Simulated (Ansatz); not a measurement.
## C₃H₄ClF: nudged elastic band (part 2 of 2)

The same run, continued: C₃H₄ClF; UKS PBE/def2-SVP (Ansatz 0.2.0). The run did not end well. One setting was made poor on purpose. It belongs to a series of runs on one base structure; here: band between the two ends.

Geometry of the input (Å):
```
C  -0.4587  0.7594  1.1507
C  0.3913  0.2359  0.2530
F  1.6946  0.5800  0.2587
C  0.0598  -0.7619  -0.8053
Cl 0.2654  -0.0743  -2.4714
H  -0.0990  1.4674  1.9101
H  -1.5212  0.4853  1.1357
H  -0.9858  -1.1051  -0.7068
H  0.7420  -1.6329  -0.7418
```

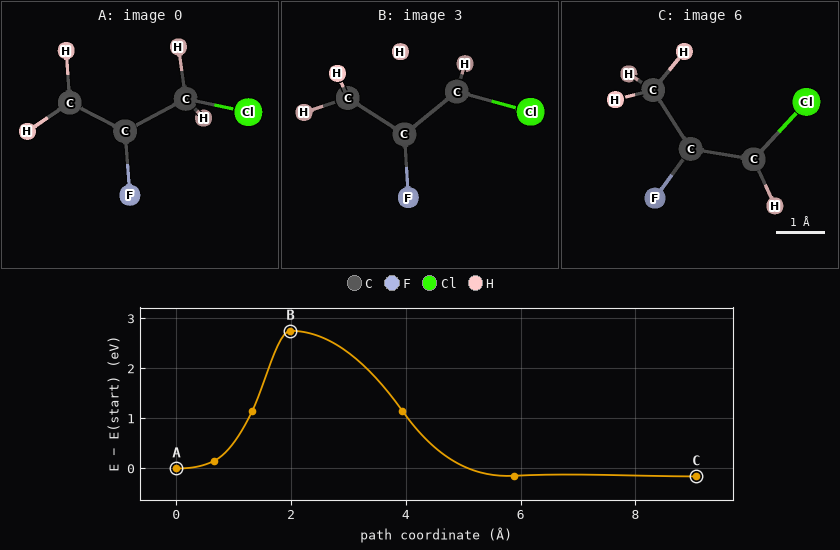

Fig. 1: Images of the last band (counted from 0; ball-and-stick, seen at a tilt) above the energy along the path; the line is a cubic interpolation that uses the forces. The highest image is number 3, 2.754 eV above the start and 2.912 eV above the end (the climbing image); the end lies 0.159 eV below the start. The path is 9.06 Å long. The band had not converged after 60 iterations.

```
Unfinished report: {"positions_ang":[[-0.46539662700674933,0.41171957424181693,1.0545423822408249],[0.5341606221018226,0.3605046090220193,0.05368059395049835],[1.6553898168026062,1.0795464916205082,0.024897933609733816],[0.15522595843584486,-0.6155141977620356,-0.9004051381602336],[0.5504221886492809,-0.42501421147531077,-2.619670574160704],[-0.20562388149834784,0.565185042045846,2.122773984150519],[-1.4436931686609995,0.8461773359696054,0.7796644082015535],[-0.9192041044103243,-0.5908472490620548,0.07654598606468478],[0.227018195586867,-1.6779573846003952,-0.6091285658968748]],"unchecked":["starts","cluster_reference","orbital_swaps","neighbouring_geometries","increment"],"mean_field":{"relativity":"none","state":{"energy":{"ev":-18391.94570563592,"hartree":-675.8915381735687},"converged":true,"gradient_ev":8.566571812062077e-6,"stability":{"kind":"minimum","curvature_ev":18.515760127796803},"curvature_floor_ev":0.00030000000000000003,"spin_squared":1.0658141036401503e-14},"others":[],"fillings":{"estimated":0,"unestimated":0,"tried":0,"untried":0,"excluded_magnetic_sites":0},"n_dropped_functions":0,"n_trapped_functions":0,"passes":{"evaluations":2,"products":16},"factors":{"origin":"density fitting in generated functions","count":1049,"bound_ev":null},"gradient_stop_ev":0.00009,"reference_kind":"stationary","functional":{"name":"PBE","citations":["Perdew, Burke & Ernzerhof, Phys. Rev. Lett. 77, 3865 (1996) doi:10.1103/PhysRevLett.77.3865"],"text":"name \"PBE\"\ncite \"Perdew, Burke & Ernzerhof, Phys. Rev. Lett. 77, 3865 (1996) doi:10.1103/PhysRevLett.77.3865\"\nparent pbe\nparameter kappa = 0.804\nparameter beta = 0.06672455060314922\nexchange = pbe_x(kappa = kappa, mu = beta*pi^2/3)\ncorrelation = pbe_c(beta = beta)\n","parameters":{"beta":{"value":0.06672455060314922,"default":0.06672455060314922},"kappa":{"value":0.804,"default":0.804}},"final_grid":{"core_spheres":13.0,"valence_spheres":11.0,"degree":36.0},"final_grid_parameter_source":"default","radial_points_factor":1.0,"radial_grid_error_ev":3.125828648923977e-7,"grid_sensitivity":"normal","grid_sensitivity_ratio":0.001870803151768979},"unsmoothed_excess_ev":-0.000026918375783634308,"symmetry":{"irreps":["A"],"axes":[[0.9984804493799633,-0.053849416165042296,0.011706091776110176],[0.05373922163808287,0.9985095003981437,0.009532768348306759],[-0.012201977860971503,-0.0088892065637803,0.9998860403780756]],"occupied":[{"A":24},{"A":24}]},"density_repulsion":{"missed_ev":0.0000932629236439617,"excess_ev":0.0000932629236439617,"most_excess_ev":0.000624,"are_drawn_again":false,"n_first_factors":1049,"energy_change_ev":0.0,"n_dropped_ends":0},"direct_passes":"host"},"factors":{"origin":"density fitting in generated functions","count":1049,"bound_ev":null},"n_frozen":0,"n_occupied":[24,24],"n_virtual":[70,70],"reference":{"ev":-18391.94570563592,"hartree":-675.8915381735687},"total":{"ev":-18391.94570563592,"hartree":-675.8915381735687},"forces_ev_per_angstrom":[[1.9318248222990906e-6,-3.641580548172227e-6,3.9360760258860685e-6],[-6.811245792463455e-6,8.57413323263314e-6,-5.145116591798089e-6],[2.483883234382074e-6,-2.35072339596104e-6,9.365505084101981e-7],[4.556914587719664e-6,-4.414212238854151e-6,-1.9177487810830547e-6],[-5.667094196088568e-7,5.8700272187215196e-8,1.942880397076102e-6],[-1.5764255850970646e-7,-1.0654851783210683e-6,-8.264919225284206e-7],[4.387756853843006e-7,-5.821902419057158e-7,-4.415510723299941e-7],[-2.5445986411319578e-6,3.668316512453224e-6,4.6172799390261236e-7],[6.688042590822097e-7,-2.469458845834249e-7,1.0536696193755672e-6]],"charge_distribution":{"dipole_moment_e_ang":[-0.20306598188793923,-0.08907787160080122,0.3535572211397409],"mulliken_charges_e":[-0.11692722546859446,0.120396035605836,-0.11918778711185496,-0.09485170103318996,-0.10838394561702813,0.05359275429625121,0.09240250476262724,0.05919748737051156,0.11376187719543474],"lowdin_charges_e":[-0.060675474552146724,-0.18500653495465968,0.15561066155662395,-0.2598102264810338,0.17033831332489413,0.010128271877102968,0.032163774669438094,0.11441508707063863,0.022836127489130775]},"n_threads":2,"memory_gib":2.556818182580173,"seconds":{"hamiltonian":3.112554534,"orbitals":0.0,"second_order":0.0,"solver_start":0.0,"cycles":0.0,"cycle":0.0,"perturbative":0.0,"full_ci_increment":0.0,"forces":0.0}}
this run last wrote the band of iteration 60 to [file]
Error: NEB band did not converge after 60 iterations: max|band force component| = 8.51e-2 eV/Å (threshold 3.0e-2); raise `neb.max_iterations` in a new run, which can start from the last band evaluated (`neb.initial_path`, with `crystal.atoms` and `neb.final_atoms` set to its first and last images), add images, or start from endpoints closer to local minima. Where this run's directory can be resumed (`checkpoint.write`), a resume goes on for up to `neb.max_iterations` more; to start a new run from the last band, take its images' positions from the `neb_iteration` event of iteration 60 (`data.images[].positions_ang`), in the event stream of the run that computed that iteration (not this run's, if it was resumed behind it). With `checkpoint.write`, `steps/00-neb/state/checkpoint.json` in the run directory holds the last saved band, under `neb.evaluated.images[].positions_ang` (a band under a hybrid functional on support functions is neither saved nor resumed: `neb.initial_path` says where its path is): check the last entry of `neb.iterations` there, which is earlier than 60 if that iteration was not saved or its write failed. If the band's step has no `state` directory and holds `state.next`, a write was cut short, and the file is under `state.next` instead (behind a loss of power it can be under `state.prev`)
this run wrote the band of iteration 60 to [file] as well, whether or not its events were kept: a new run's `neb.initial_path` can list its `images[].positions_ang`
a run's events are kept only if it was started with --events-out <file>, and are in that file
```

### The last band as extended XYZ (Å, eV, eV/Å)
```
9
Properties=species:S:1:pos:R:3:forces:R:3 image=0 energy=-18394.69931
C    -0.4587    0.7594    1.1507    0.0061   0.0003   0.0100
C     0.3913    0.2359    0.2530    0.0140  -0.0105  -0.0143
F     1.6946    0.5800    0.2587   -0.0101   0.0008  -0.0025
C     0.0598   -0.7619   -0.8053   -0.0022   0.0025   0.0016
Cl    0.2654   -0.0743   -2.4714    0.0034  -0.0016  -0.0002
H    -0.0990    1.4674    1.9101   -0.0027   0.0111   0.0104
H    -1.5212    0.4853    1.1357   -0.0060  -0.0042  -0.0048
H    -0.9858   -1.1051   -0.7068    0.0005   0.0014   0.0003
H     0.7420   -1.6329   -0.7418   -0.0030   0.0003  -0.0005
9
Properties=species:S:1:pos:R:3:forces:R:3 image=1 energy=-18394.54502
C    -0.4220    0.6887    1.1648   -0.0024   0.1095   0.0463
C     0.4251    0.3588    0.1743   -0.0550  -0.0559   0.0663
F     1.6919    0.7980    0.1292    0.0241  -0.2208   0.0864
C     0.0458   -0.6829   -0.8210   -0.0318  -0.0338   0.0000
Cl    0.4012   -0.3283   -2.5508   -0.0262   0.1225   0.0307
H    -0.1003    1.1842    2.0873    0.0565   0.3713  -0.0653
H    -1.4800    0.4209    1.0504    0.0065  -0.1831   0.2042
H    -1.0354   -0.8507   -0.6696   -0.0853  -0.1308  -0.3352
H     0.5620   -1.6348   -0.5817    0.1135   0.0209  -0.0334
9
Properties=species:S:1:pos:R:3:forces:R:3 image=2 energy=-18393.54583
C    -0.4123    0.5801    1.1245    0.2200   0.6367   0.2806
C     0.4894    0.3967    0.1205   -0.1421   0.0933   0.2847
F     1.6979    0.9596    0.0753    0.2555  -0.5993   0.2772
C     0.0647   -0.6406   -0.8295   -0.3834  -0.0656   0.2459
Cl    0.4373   -0.4229   -2.5825   -0.4234   0.0898   0.1319
H    -0.1499    0.8007    2.1602    0.2240   0.8217   0.1683
H    -1.4754    0.6303    0.8486   -0.0661  -0.7461   0.2790
H    -0.9711   -0.6904   -0.3653   -0.2510  -0.3099  -1.7457
H     0.4079   -1.6598   -0.5689    0.5666   0.0793   0.0781
9
Properties=species:S:1:pos:R:3:forces:R:3 image=3 energy=-18391.94568
C    -0.4654    0.4117    1.0545    0.0000   0.0000   0.0000
C     0.5342    0.3605    0.0537    0.0000   0.0000   0.0000
F     1.6554    1.0795    0.0249    0.0000   0.0000   0.0000
C     0.1552   -0.6155   -0.9004    0.0000   0.0000   0.0000
Cl    0.5504   -0.4250   -2.6197    0.0000   0.0000   0.0000
H    -0.2056    0.5652    2.1228    0.0000   0.0000   0.0000
H    -1.4437    0.8462    0.7797    0.0000   0.0000   0.0000
H    -0.9192   -0.5908    0.0765    0.0000   0.0000   0.0000
H     0.2270   -1.6780   -0.6091    0.0000   0.0000   0.0000
9
Properties=species:S:1:pos:R:3:forces:R:3 image=4 energy=-18393.55024
C    -0.6796    0.4669    0.8328   -0.2727   0.0604  -0.2656
C     0.5273    0.2503   -0.0139   -0.0260  -0.0865  -0.0758
F     1.7139    0.5430    0.5665    0.0123  -0.5265   0.6042
C     0.5906   -0.6146   -1.0649    0.5303  -0.0164  -0.1840
Cl   -0.3671   -0.5917   -2.4858   -1.0217  -0.2264   0.1642
H    -0.3326    0.4296    1.8944   -0.1836  -0.1153  -0.2755
H    -1.3149    1.3574    0.7143    0.0976   0.5297  -0.1009
H    -1.2998   -0.4096    0.5648   -0.4067   0.1600   0.5700
H     1.2504   -1.4774   -1.0252    1.2706   0.2211  -0.4365
9
Properties=species:S:1:pos:R:3:forces:R:3 image=5 energy=-18394.84498
C    -0.6687    0.4877    0.8061    0.0145   0.0058  -0.0049
C     0.5386    0.0666    0.0437   -0.0062   0.0135  -0.0022
F     1.6978    0.5426    0.5568    0.0094   0.0257  -0.0228
C     0.6227   -0.6860   -1.0729   -0.0070   0.0084  -0.0077
Cl   -0.7597   -1.4254   -1.8161    0.0261   0.0467  -0.0436
H    -0.7392   -0.0299    1.7848    0.0397  -0.0266   0.0428
H    -0.5999    1.5739    1.0148   -0.0260   0.0403   0.0144
H    -1.5921    0.2857    0.2358   -0.0074  -0.0444  -0.0307
H     1.5888   -0.8614   -1.5702   -0.0432  -0.0695   0.0549
9
Properties=species:S:1:pos:R:3:forces:R:3 image=6 energy=-18394.85799
C    -0.6864    0.4124    0.8361    0.0018  -0.0007  -0.0009
C     0.4874   -0.1904    0.1495    0.0011  -0.0014  -0.0037
F     1.5025   -0.5122    0.9862    0.0008   0.0002   0.0024
C     0.6669   -0.4508   -1.1622   -0.0009   0.0005  -0.0015
Cl   -0.5222   -0.1062   -2.3764    0.0006  -0.0003   0.0006
H    -0.3875    1.3395    1.3689   -0.0002   0.0012   0.0013
H    -1.4830    0.6533    0.1099   -0.0010   0.0005  -0.0006
H    -1.0886   -0.2874    1.5984   -0.0009  -0.0005   0.0012
H     1.5992   -0.9044   -1.5275   -0.0013   0.0006   0.0012
```

### What the run reported

```csv
quantity,value
outcome,not converged
"barrier, forward (band not converged)",2.754 eV
"barrier, backward",2.912 eV
wall time,19 min (CPU time 36 min)
peak memory,0.22 GiB
```

The run did not converge: “NEB band did not converge after 60 iterations: max|band force component| = 8.51e-2 eV/Å (threshold 3.0e-2); raise `neb.max_iterations` in a new run, which can start from the last band evaluated (`neb.initial_path`, with `crystal.atoms` and `neb.final_atoms` set to its first and last images), add images, or start from endpoints closer to local minima …” Its last values are not results. A deliberately poor setting: spring.
